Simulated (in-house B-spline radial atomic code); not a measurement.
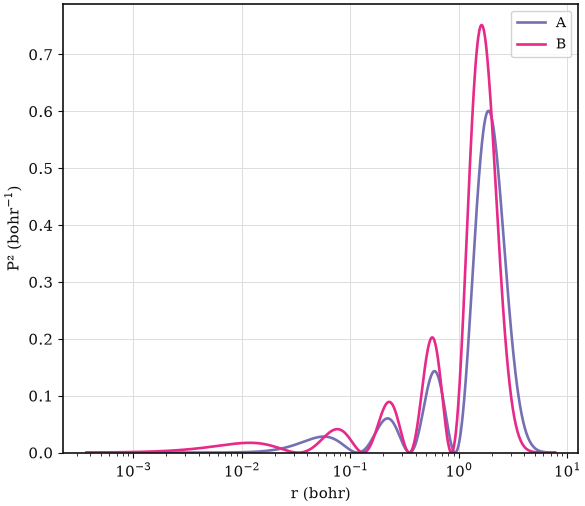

The xenon ion Xe⁺ in the configuration [Kr] 4d10 5s2 5p5 (high spin). Computed with an in-house B-spline radial code: scalar-relativistic (spin-free one-electron X2C) PBE, spin-polarised, spherical fractional occupations, Fermi nucleus, basis-set limit. Radial functions and radii carry no picture-change correction.

```
Z = 54
electrons = 53.0
configuration = [Kr] 4d10 5s2 5p5
hamiltonian = x2c
method = pbe,pbe
spin_polarised = True
nucleus = fermi
rms_radius = 4.7859
mass_number = 132
atomic_mass = 131.90415508346
speed_of_light = 137.035999084
```

The plot shows the radial probability densities P² of 5s up and 5p up.

Question: Which curve belongs to which orbital?

Answer: A is 5p up; B is 5s up. 5s up: outer maximum at 1.62 bohr, ⟨r⟩ = 1.83 bohr, 4 nodes, eigenvalue −29.4 eV; 5p up: outer maximum at 1.87 bohr, ⟨r⟩ = 2.18 bohr, 3 nodes, eigenvalue −17.3 eV.
